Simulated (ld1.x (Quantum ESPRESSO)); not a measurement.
# How the rcutus of the d waves shapes a PAW potential for In

Aim: generate and test one potential in full, then change the rcutus of the d waves and see what happens to hardness, ghosts and transferability.

Method: ld1.x (Quantum ESPRESSO) 7.5, PBE, scalar-relativistic.

3 further runs of the same task are left out: 3 that didn't finish.

### 1 The atom and the settings

The settings as typed:

* element: indium (In, Z = 49)
* type: PAW
* frozen core: [Kr]
* valence charge: 13
* reference configuration: 4d10 5s2 5p1
* partial waves: 5s (bound): rcut 2.30, rcutus 2.60 bohr; 5s channel at 0.9 Ry: rcut 2.30, rcutus 2.60 bohr; 5p (bound): rcut 2.95, rcutus 3.35 bohr; 5p channel at 0.1 Ry: rcut 2.95, rcutus 3.35 bohr; 4d (bound): rcut 1.40, rcutus 1.85 bohr; 4d channel at -0.4 Ry: rcut 1.40, rcutus 1.85 bohr
* local potential: all-electron potential smoothed inside 2.05 bohr (lloc = -1)
* core correction: Bessel-smoothed model core, default radius (core density twice the valence density)
* augmentation charge: BESSEL, radius 1.30 bohr

An earlier all-electron run gives the scale for the radii.

All-electron outer shells of the reference configuration (PBE, scalar-relativistic, ld1.x):

```csv
shell,level (eV),outermost node (bohr),outermost maximum (bohr)
4s,-119.66,0.41,0.77
4p,-78.13,0.42,0.82
4d,-18.62,0.40,0.94
5s,-8.21,1.02,2.16
5p,-2.52,1.14,2.85
```

### 2 Generation of the first potential

Input file In.in:

```
 &input
   title='In', zed=49., rel=1, dft='PBE', iswitch=3,
   config='[Kr] 4d10 5s2 5p1',
   nld=3, rlderiv=3.65, eminld=-3.0, emaxld=5.0, deld=0.02
 /
 &inputp
   pseudotype=3, lpaw=.true., tm=.true., lloc=-1, rcloc=2.05,
   nlcc=.true., new_core_ps=.true.,
   which_augfun='BESSEL', rmatch_augfun=1.30,
   file_pseudopw='In.UPF', file_wfcaegen='ae.wfc', file_wfcncgen='nc.wfc', file_beta='beta', file_chi='chi', file_wfcusgen='us.wfc'
 /
6
5S  1  0   2.00   0.00  2.30  2.60  0.0
5S  1  0   0.00   0.90  2.30  2.60  0.0
5P  2  1   1.00   0.00  2.95  3.35  0.0
5P  2  1   0.00   0.10  2.95  3.35  0.0
4D  3  2  10.00   0.00  1.40  1.85  0.0
4D  3  2   0.00  -0.40  1.40  1.85  0.0
 &test
   configts(1)='4d10 5s2 5p1'
 /
```

Launch:

```console
$ ld1.x < In.in > In.out
```

The output, In.out (without the banner and most projector matrices):

```text
     Program LD1 v.7.5
     --------------------------- All-electron run ----------------------------

     In
     scalar relativistic calculation

     atomic number is 49.00
     dft =PBE   lsd =0 sic =0 latt =0  beta=0.20 tr2=1.0E-14
     Exchange-correlation= PBE
                           (   1   4   3   4   0   0   0)
     mesh =1241 r(mesh) = 100.30140 a.u. xmin = -7.00 dx = 0.01250
     1 Ry =  13.60569312 eV, c = 137.03599908

     n l     nl                  e(Ry)          e(Ha)          e(eV)
     1 0     1S 1( 2.00)     -2039.9100     -1019.9550    -27754.3892
     2 0     2S 1( 2.00)      -305.4337      -152.7169     -4155.6374
     2 1     2P 1( 6.00)      -274.1375      -137.0687     -3729.8300
     3 0     3S 1( 2.00)       -57.9587       -28.9793      -788.5681
     3 1     3P 1( 6.00)       -47.7106       -23.8553      -649.1352
     4 0     4S 1( 2.00)        -8.7948        -4.3974      -119.6592
     4 1     4P 1( 6.00)        -5.7424        -2.8712       -78.1300
     3 2     3D 1(10.00)       -31.8038       -15.9019      -432.7123
     4 2     4D 1(10.00)        -1.3688        -0.6844       -18.6233
     5 0     5S 1( 2.00)        -0.6035        -0.3017        -8.2110
     5 1     5P 1( 1.00)        -0.1851        -0.0926        -2.5185

     final scf error:  6.5E-15 reached in  26 iterations

     Etot =  -11763.278081 Ry,   -5881.639040 Ha, -160047.551690 eV

     Ekin =   12261.098761 Ry,    6130.549381 Ha,  166820.747093 eV
     Encl =  -28443.021702 Ry,  -14221.510851 Ha, -386987.024767 eV
     Eh   =    4737.642377 Ry,    2368.821188 Ha,   64458.908302 eV
     Exc  =    -318.997517 Ry,    -159.498758 Ha,   -4340.182318 eV

     normalization and overlap integrals

     s(1S/1S) =  1.000000  <r> =   0.0297  <r2> =    0.0012  r(max) =   0.0192
     s(2S/2S) =  1.000000  <r> =   0.1285  <r2> =    0.0195  r(max) =   0.1090
     s(2P/2P) =  1.000000  <r> =   0.1122  <r2> =    0.0154  r(max) =   0.0870
     s(3S/3S) =  1.000000  <r> =   0.3486  <r2> =    0.1390  r(max) =   0.3153
     s(3P/3P) =  1.000000  <r> =   0.3471  <r2> =    0.1399  r(max) =   0.3075
     s(4S/4S) =  1.000000  <r> =   0.8480  <r2> =    0.8143  r(max) =   0.7658
     s(4P/4P) =  1.000000  <r> =   0.9218  <r2> =    0.9725  r(max) =   0.8152
     s(3D/3D) =  1.000000  <r> =   0.3243  <r2> =    0.1250  r(max) =   0.2581
     s(4D/4D) =  1.000000  <r> =   1.1828  <r2> =    1.6828  r(max) =   0.9354
     s(5S/5S) =  1.000000  <r> =   2.6097  <r2> =    7.8334  r(max) =   2.1612
     s(5P/5P) =  1.000000  <r> =   3.7447  <r2> =   16.6771  r(max) =   2.8453

     ------------------------ End of All-electron run ------------------------

     --------------------- Generating PAW atomic setup --------------------

      Generating local potential from pseudized AE potential:
      Matching radius rcloc =   2.0500

      Local pseudo, rcloc= 2.030 Estimated cut-off energy=     6.04 Ry

      Computing core charge for nlcc:

       r > 0.68 : true rho core
      Core charge pseudized with two Bessel functions
      Integrated core pseudo-charge :  13.42
      Wfc-us  5S rcutus= 2.607  Estimated cut-off energy=     6.95 Ry
      Wfc-us  5S rcutus= 2.607  Estimated cut-off energy=    11.29 Ry
      Wfc-us  5P rcutus= 3.347  Estimated cut-off energy=     6.84 Ry
      Wfc-us  5P rcutus= 3.347  Estimated cut-off energy=     7.58 Ry
      Wfc-us  4D rcutus= 1.837  Estimated cut-off energy=    35.35 Ry
      Wfc-us  4D rcutus= 1.837  Estimated cut-off energy=    52.69 Ry

     Required augmentation: BESSEL   radius:    1.300000
     Suggested rho cutoff for augmentation:  57.78 Ry

     Estimated PAW energy = -410.586337 Ryd

     The PAW screened D coefficients
     1.93446     1.77844     0.00000     0.00000     0.00000     0.00000
     1.77844     1.66902     0.00000     0.00000     0.00000     0.00000
     0.00000     0.00000     0.34191     0.28289     0.00000     0.00000
     0.00000     0.00000     0.28289     0.23508     0.00000     0.00000
     0.00000     0.00000     0.00000     0.00000    -2.26893    -1.34003
     0.00000     0.00000     0.00000     0.00000    -1.34003    -0.92613

     The PAW descreened D coefficients (US)
    -1.06512    -0.89641     0.00000     0.00000     0.00000     0.00000
    -0.89641    -0.75091     0.00000     0.00000     0.00000     0.00000
     0.00000     0.00000    -0.64293    -0.50433     0.00000     0.00000
     0.00000     0.00000    -0.50433    -0.39637     0.00000     0.00000
     0.00000     0.00000     0.00000     0.00000     1.56688     0.59590
     0.00000     0.00000     0.00000     0.00000     0.59590     0.00207

     ------------------- End of pseudopotential generation -------------------

     [... the all-electron block is printed once more ...]


     Computing logarithmic derivative in   3.63079
     Computing logarithmic derivative in   3.63079
     Computing the partial wave expansion
     R is outside the sphere for l=    0 j= 0.00
     R is outside the sphere for l=    0 j= 0.00
     R is outside the sphere for l=    1 j= 0.00
     R is outside the sphere for l=    1 j= 0.00
     R is outside the sphere for l=    2 j= 0.00
     R is outside the sphere for l=    2 j= 0.00

     ---------------------- Testing the pseudopotential ----------------------

     In
     scalar relativistic calculation

     atomic number is 49.00   valence charge is 13.00
     dft = SLA  PW   PBX  PBC   lsd =0 sic =0 latt =0  beta=0.20 tr2=1.0E-14
     mesh =1241 r(mesh) = 100.30140 xmin = -7.00 dx = 0.01250

     n l     nl             e AE (Ry)        e PS (Ry)    De AE-PS (Ry)
     3 2     4D   1(10.00)       -1.36879       -1.36879        0.00000
     1 0     5S   1( 2.00)       -0.60349       -0.60350        0.00000
     2 1     5P   1( 1.00)       -0.18511       -0.18511        0.00000

     eps = 3.8E-16  iter =  4

     Etot =  -11763.278081 Ry,   -5881.639040 Ha, -160047.551690 eV
     Etotps =  -410.586347 Ry,    -205.293174 Ha,   -5586.311844 eV

     Ekin =     220.544663 Ry,     110.272332 Ha,    3000.663006 eV
     Encl =    -415.362699 Ry,    -207.681349 Ha,   -5651.297413 eV
     Ehrt =     103.229198 Ry,      51.614599 Ha,    1404.504796 eV
     Ecxc =    -318.997510 Ry,    -159.498755 Ha,   -4340.182233 eV
     (Ecc =     -30.287144 Ry,     -15.143572 Ha,    -412.077593 eV)

     ---------------------- End of pseudopotential test ----------------------
```

It took 2.1 s on 1 thread, shared host. (Generation and the later configuration tests together.)

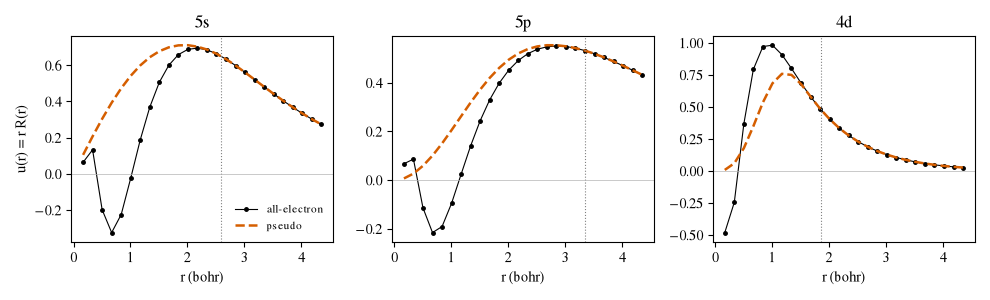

All-electron and pseudo partial waves (5s, 5p, 4d), with the matching radii dotted. The curves join 26 sampled radii, too few to resolve the innermost nodes.

### 3 Testing the new file in other configurations

Input file In.test.in:

```
 &input
   title='In', zed=49., rel=1, dft='PBE', iswitch=2,
   config='[Kr] 4d10 5s2 5p1'
 /
 &test
   file_pseudo='In.UPF', nconf=8,
   configts(1)='4d10 5s2 5p1',
   configts(2)='4d10 5s2 5p0',
   configts(3)='4d10 5s1 5p0',
   configts(4)='4d10 5s0 5p0',
   configts(5)='4d10 5s2 5p0.5',
   configts(6)='4d10 5s0 5p3',
   configts(7)='4d10 5s1 5p1',
   configts(8)='4d10 5s1 5p2'
 /
```

Launch:

```console
$ ld1.x < In.test.in > In.test.out
```

In.test.out, the pseudopotential blocks:

```text
     ---------------------- Testing the pseudopotential ----------------------

     In
     scalar relativistic calculation

     atomic number is 49.00   valence charge is 13.00
     dft =SLA  PW   PBX  PBC   lsd =0 sic =0 latt =0  beta=0.20 tr2=1.0E-14
     mesh =1241 r(mesh) = 100.30140 xmin = -7.00 dx = 0.01250

     n l     nl             e AE (Ry)        e PS (Ry)    De AE-PS (Ry)
     3 2     4D   1(10.00)       -1.36879       -1.36879        0.00000
     1 0     5S   1( 2.00)       -0.60349       -0.60350        0.00000
     2 1     5P   1( 1.00)       -0.18511       -0.18511        0.00000

     eps = 3.8E-16  iter =  4

     Etot =  -11763.278081 Ry,   -5881.639040 Ha, -160047.551690 eV
     Etotps =  -410.586347 Ry,    -205.293174 Ha,   -5586.311844 eV

     Ekin =     220.544663 Ry,     110.272332 Ha,    3000.663006 eV
     Encl =    -415.362699 Ry,    -207.681349 Ha,   -5651.297413 eV
     Ehrt =     103.229198 Ry,      51.614599 Ha,    1404.504796 eV
     Ecxc =    -318.997510 Ry,    -159.498755 Ha,   -4340.182233 eV
     (Ecc =     -30.287144 Ry,     -15.143572 Ha,    -412.077593 eV)

     ---------------------- End of pseudopotential test ----------------------

     ---------------------- Testing the pseudopotential ----------------------

     In
     scalar relativistic calculation

     atomic number is 49.00   valence charge is 13.00
     dft =SLA  PW   PBX  PBC   lsd =0 sic =0 latt =0  beta=0.20 tr2=1.0E-14
     mesh =1241 r(mesh) = 100.30140 xmin = -7.00 dx = 0.01250

     n l     nl             e AE (Ry)        e PS (Ry)    De AE-PS (Ry)
     3 2     4D   1(10.00)       -1.91631       -1.91823        0.00192
     1 0     5S   1( 2.00)       -1.09694       -1.09648       -0.00047
     2 1     5P   1( 0.00)       -0.61969       -0.61931       -0.00038

     eps = 8.8E-15  iter = 11

     Etot =  -11762.883901 Ry,   -5881.441951 Ha, -160042.188603 eV
     Etotps =  -410.192200 Ry,    -205.096100 Ha,   -5580.949196 eV
     dEtot_ae =       0.394180 Ry
     dEtot_ps =       0.394147 Ry,   Delta E=       0.000032 Ry

     Ekin =     220.029169 Ry,     110.014585 Ha,    2993.649356 eV
     Encl =    -408.004800 Ry,    -204.002400 Ha,   -5551.188097 eV
     Ehrt =      96.434136 Ry,      48.217068 Ha,    1312.053260 eV
     Ecxc =    -318.650706 Ry,    -159.325353 Ha,   -4335.463714 eV
     (Ecc =     -30.287144 Ry,     -15.143572 Ha,    -412.077593 eV)

     ---------------------- End of pseudopotential test ----------------------

     ---------------------- Testing the pseudopotential ----------------------

     In
     scalar relativistic calculation

     atomic number is 49.00   valence charge is 13.00
     dft =SLA  PW   PBX  PBC   lsd =0 sic =0 latt =0  beta=0.20 tr2=1.0E-14
     mesh =1241 r(mesh) = 100.30140 xmin = -7.00 dx = 0.01250

     n l     nl             e AE (Ry)        e PS (Ry)    De AE-PS (Ry)
     3 2     4D   1(10.00)       -2.68486       -2.68994        0.00508  !
     1 0     5S   1( 1.00)       -1.73982       -1.73882       -0.00100
     2 1     5P   1( 0.00)       -1.19185       -1.19050       -0.00135

     eps = 5.6E-15  iter = 12

     Etot =  -11761.470178 Ry,   -5880.735089 Ha, -160022.953921 eV
     Etotps =  -408.779175 Ry,    -204.389588 Ha,   -5561.724014 eV
     dEtot_ae =       1.807903 Ry
     dEtot_ps =       1.807172 Ry,   Delta E=       0.000731 Ry

     Ekin =     218.442421 Ry,     109.221210 Ha,    2972.060540 eV
     Encl =    -396.713161 Ry,    -198.356580 Ha,   -5397.557520 eV
     Ehrt =      87.592413 Ry,      43.796207 Ha,    1191.755496 eV
     Ecxc =    -318.100849 Ry,    -159.050424 Ha,   -4327.982530 eV
     (Ecc =     -30.287144 Ry,     -15.143572 Ha,    -412.077593 eV)

     ---------------------- End of pseudopotential test ----------------------

     ---------------------- Testing the pseudopotential ----------------------

     In
     scalar relativistic calculation

     atomic number is 49.00   valence charge is 13.00
     dft =SLA  PW   PBX  PBC   lsd =0 sic =0 latt =0  beta=0.20 tr2=1.0E-14
     mesh =1241 r(mesh) = 100.30140 xmin = -7.00 dx = 0.01250

     n l     nl             e AE (Ry)        e PS (Ry)    De AE-PS (Ry)
     3 2     4D   1(10.00)       -3.51966       -3.52600        0.00634  !
     1 0     5S   1( 0.00)       -2.43012       -2.43299        0.00287
     2 1     5P   1( 0.00)       -1.81351       -1.81282       -0.00069

     eps = 2.4E-15  iter =  9

     Etot =  -11759.388675 Ry,   -5879.694338 Ha, -159994.633626 eV
     Etotps =  -406.696898 Ry,    -203.348449 Ha,   -5533.393184 eV
     dEtot_ae =       3.889406 Ry
     dEtot_ps =       3.889450 Ry,   Delta E=      -0.000044 Ry

     Ekin =     216.096559 Ry,     108.048279 Ha,    2940.143464 eV
     Encl =    -383.992986 Ry,    -191.996493 Ha,   -5224.490723 eV
     Ehrt =      78.732641 Ry,      39.366321 Ha,    1071.212153 eV
     Ecxc =    -317.533112 Ry,    -158.766556 Ha,   -4320.258078 eV
     (Ecc =     -30.287144 Ry,     -15.143572 Ha,    -412.077593 eV)

     ---------------------- End of pseudopotential test ----------------------

     ---------------------- Testing the pseudopotential ----------------------

     In
     scalar relativistic calculation

     atomic number is 49.00   valence charge is 13.00
     dft =SLA  PW   PBX  PBC   lsd =0 sic =0 latt =0  beta=0.20 tr2=1.0E-14
     mesh =1241 r(mesh) = 100.30140 xmin = -7.00 dx = 0.01250

     n l     nl             e AE (Ry)        e PS (Ry)    De AE-PS (Ry)
     3 2     4D   1(10.00)       -1.62509       -1.62579        0.00070
     1 0     5S   1( 2.00)       -0.83741       -0.83728       -0.00013
     2 1     5P   1( 0.50)       -0.39025       -0.39015       -0.00010

     eps = 2.0E-15  iter =  9

     Etot =  -11763.135469 Ry,   -5881.567734 Ha, -160045.611355 eV
     Etotps =  -410.443717 Ry,    -205.221859 Ha,   -5584.371261 eV
     dEtot_ae =       0.142612 Ry
     dEtot_ps =       0.142630 Ry,   Delta E=      -0.000018 Ry

     Ekin =     220.363027 Ry,     110.181514 Ha,    2998.191722 eV
     Encl =    -411.959788 Ry,    -205.979894 Ha,   -5604.998450 eV
     Ehrt =      99.989369 Ry,      49.994685 Ha,    1360.424670 eV
     Ecxc =    -318.836326 Ry,    -159.418163 Ha,   -4337.989204 eV
     (Ecc =     -30.287144 Ry,     -15.143572 Ha,    -412.077593 eV)

     ---------------------- End of pseudopotential test ----------------------

     ---------------------- Testing the pseudopotential ----------------------

     In
     scalar relativistic calculation

     atomic number is 49.00   valence charge is 13.00
     dft =SLA  PW   PBX  PBC   lsd =0 sic =0 latt =0  beta=0.20 tr2=1.0E-14
     mesh =1241 r(mesh) = 100.30140 xmin = -7.00 dx = 0.01250

     n l     nl             e AE (Ry)        e PS (Ry)    De AE-PS (Ry)
     3 2     4D   1(10.00)       -1.59542       -1.59446       -0.00095
     1 0     5S   1( 0.00)       -0.73951       -0.74008        0.00057
     2 1     5P   1( 3.00)       -0.28182       -0.28191        0.00009

     eps = 7.1E-15  iter = 14

     Etot =  -11762.399986 Ry,   -5881.199993 Ha, -160035.604596 eV
     Etotps =  -409.708207 Ry,    -204.854103 Ha,   -5574.364128 eV
     dEtot_ae =       0.878095 Ry
     dEtot_ps =       0.878141 Ry,   Delta E=      -0.000046 Ry

     Ekin =     219.955078 Ry,     109.977539 Ha,    2992.641287 eV
     Encl =    -411.448827 Ry,    -205.724414 Ha,   -5598.046480 eV
     Ehrt =     100.566352 Ry,      50.283176 Ha,    1368.274918 eV
     Ecxc =    -318.780808 Ry,    -159.390404 Ha,   -4337.233853 eV
     (Ecc =     -30.287144 Ry,     -15.143572 Ha,    -412.077593 eV)

     ---------------------- End of pseudopotential test ----------------------

     ---------------------- Testing the pseudopotential ----------------------

     In
     scalar relativistic calculation

     atomic number is 49.00   valence charge is 13.00
     dft =SLA  PW   PBX  PBC   lsd =0 sic =0 latt =0  beta=0.20 tr2=1.0E-14
     mesh =1241 r(mesh) = 100.30140 xmin = -7.00 dx = 0.01250

     n l     nl             e AE (Ry)        e PS (Ry)    De AE-PS (Ry)
     3 2     4D   1(10.00)       -2.03142       -2.03352        0.00211
     1 0     5S   1( 1.00)       -1.16920       -1.16876       -0.00044
     2 1     5P   1( 1.00)       -0.67724       -0.67689       -0.00035

     eps = 3.5E-15  iter = 17

     Etot =  -11762.399329 Ry,   -5881.199664 Ha, -160035.595654 eV
     Etotps =  -409.707750 Ry,    -204.853875 Ha,   -5574.357912 eV
     dEtot_ae =       0.878752 Ry
     dEtot_ps =       0.878598 Ry,   Delta E=       0.000155 Ry

     Ekin =     219.654045 Ry,     109.827022 Ha,    2988.545528 eV
     Encl =    -405.941068 Ry,    -202.970534 Ha,   -5523.109601 eV
     Ehrt =      95.099185 Ry,      47.549592 Ha,    1293.890326 eV
     Ecxc =    -318.519911 Ry,    -159.259956 Ha,   -4333.684165 eV
     (Ecc =     -30.287144 Ry,     -15.143572 Ha,    -412.077593 eV)

     ---------------------- End of pseudopotential test ----------------------

     ---------------------- Testing the pseudopotential ----------------------

     In
     scalar relativistic calculation

     atomic number is 49.00   valence charge is 13.00
     dft =SLA  PW   PBX  PBC   lsd =0 sic =0 latt =0  beta=0.20 tr2=1.0E-14
     mesh =1241 r(mesh) = 100.30140 xmin = -7.00 dx = 0.01250

     n l     nl             e AE (Ry)        e PS (Ry)    De AE-PS (Ry)
     3 2     4D   1(10.00)       -1.48767       -1.48844        0.00077
     1 0     5S   1( 1.00)       -0.67620       -0.67601       -0.00019
     2 1     5P   1( 2.00)       -0.23658       -0.23655       -0.00002

     eps = 3.0E-15  iter = 12

     Etot =  -11762.848787 Ry,   -5881.424393 Ha, -160041.710847 eV
     Etotps =  -410.157149 Ry,    -205.078575 Ha,   -5580.472303 eV
     dEtot_ae =       0.429294 Ry
     dEtot_ps =       0.429198 Ry,   Delta E=       0.000096 Ry

     Ekin =     220.206688 Ry,     110.103344 Ha,    2996.064622 eV
     Encl =    -413.294525 Ry,    -206.647263 Ha,   -5623.158480 eV
     Ehrt =     101.805806 Ry,      50.902903 Ha,    1385.138549 eV
     Ecxc =    -318.875118 Ry,    -159.437559 Ha,   -4338.516994 eV
     (Ecc =     -30.287144 Ry,     -15.143572 Ha,    -412.077593 eV)

     ---------------------- End of pseudopotential test ----------------------
```

The tests as a table, with energies relative to 4d10 5s2 5p1.

```csv
valence configuration,charge,ΔE all-electron (eV),error AE − PS (meV)
4d10 5s2 5p0,+1,5.363,+0.4
4d10 5s1 5p0,+2,24.598,+9.9
4d10 5s0 5p0,+3,52.918,-0.6
4d10 5s2 5p0.5,+0.5,1.940,-0.2
4d10 5s0 5p3,0,11.947,-0.6
4d10 5s1 5p1,+1,11.956,+2.1
4d10 5s1 5p2,0,5.841,+1.3
```

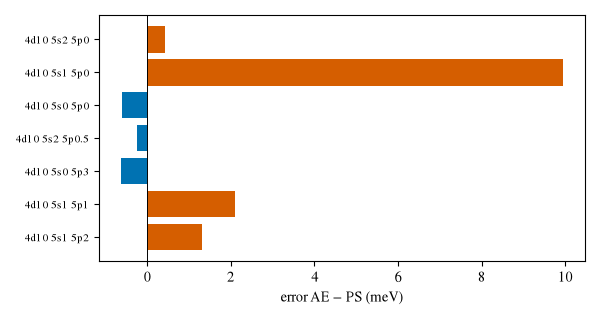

Error of the potential in each test configuration.

### 4 Logarithmic derivatives

Taken from the files of the generation run. The phase is arctan(r·u′/u) with u = r·R, unwrapped, with energies in Ry. A pole is an energy at which the radial function vanishes at the test radius. The pseudo phase is shifted by a multiple of π to meet the all-electron one at the reference energy. Levels narrower than the energy grid can be missing from the poles. The last column is the largest difference on the grid between −1 and +1 Ry.

```tsv
channel	radius (bohr)	reference (Ry)	poles AE	poles PS	window around the reference with phases within 0.05 rad (Ry)	largest difference near zero (rad)
s	3.63	-0.60	-0.27, 3.50	-0.27, 2.17, 3.58	below 2.1	0.000
p	3.63	-0.19	0.49, 4.42	0.49, 3.18	below 1.7	0.001
d	3.63	-1.37	-1.36, 1.84	-1.36, 1.84	the whole range	0.000
```

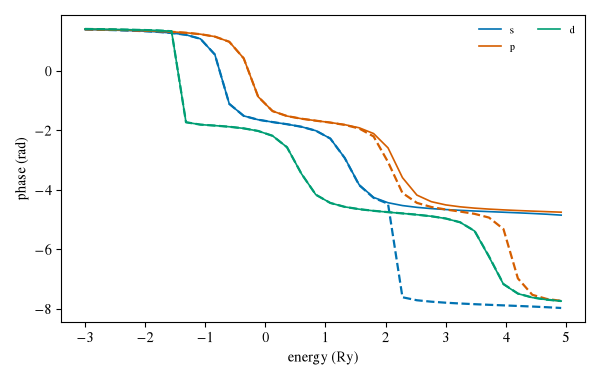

All-electron (solid) and pseudo (dashed) phases against energy.

### 5 Cutoff and ghost test in a Bessel basis

This step uses the generator's waves and projectors in a separate script. Basis: spherical Bessel functions vanishing at 20 bohr, q² up to the cutoff; potential fixed at the reference.

All-electron valence levels (Ry): 5s -0.6035, 5p -0.1851, 4d -1.3688. The lowest levels of each channel (Ry) by cutoff; the last column sums, over occupied levels, occupation times the distance from the level at 400 Ry. A positive value at high cutoff is not a bound level.

```
cutoff (Ry)     s #1     p #1     d #1    f #1  Σ f·Δε (mRy)
          8  -0.6034  -0.1851  -0.5181  0.0989        8506.8
         15  -0.6035  -0.1851  -1.1680  0.0989        2008.5
         25  -0.6035  -0.1851  -1.3553  0.0989         134.9
         35  -0.6035  -0.1851  -1.3680  0.0989           7.7
         50  -0.6035  -0.1851  -1.3686  0.0989           1.5
         55  -0.6035  -0.1851  -1.3687  0.0989           0.9
         70  -0.6035  -0.1851  -1.3687  0.0989           0.5
        400  -0.6035  -0.1851  -1.3688  0.0989           0.0
```

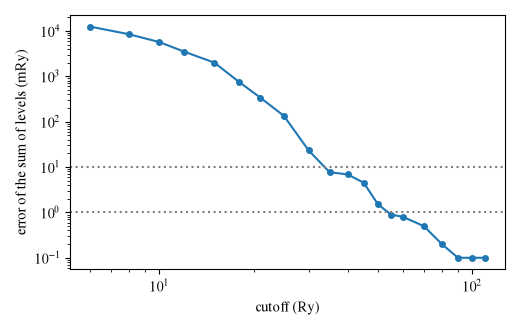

Occupation-weighted error of the valence levels against the cutoff; the dotted lines mark 10 and 1 mRy.

The sum stays within 10 mRy from 35 Ry and within 1 mRy from 55 Ry. The sum leaves out empty levels, which can need more. Ghost test: no level below the all-electron spectrum of its channel (s, p, d, f tested).

[end of part 1 of 2]
